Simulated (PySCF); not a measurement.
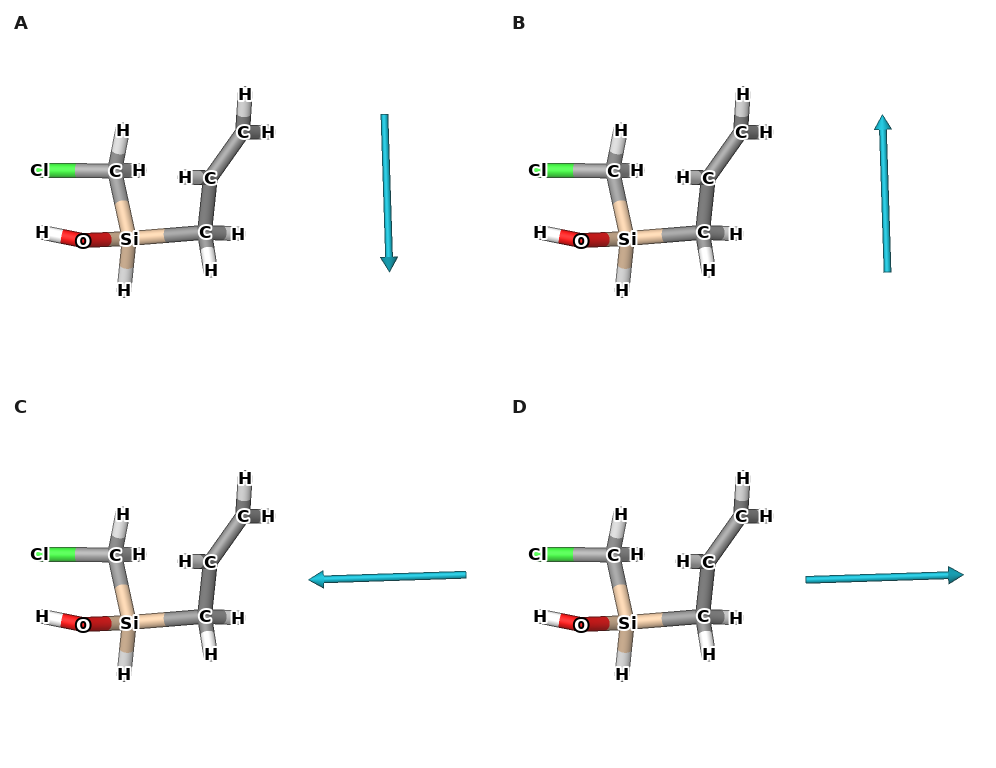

The same molecule four times, each with an arrow. The computed structure is the end point of a GFN2-xTB optimisation. No frequency run is at hand to confirm it as a minimum. Level of theory: ωB97X-D/def2-SVPD, gas phase (PySCF 2.14.0).

Question: Which arrow points along the dipole moment, from the negative to the positive end?

Answer: D. The dipole moment is 1.17 D.

The geometry is semi-empirical. Around Si such bond lengths and angles can be off by a tenth of an ångström or more and by several degrees, and values that hang on the shape move with them.
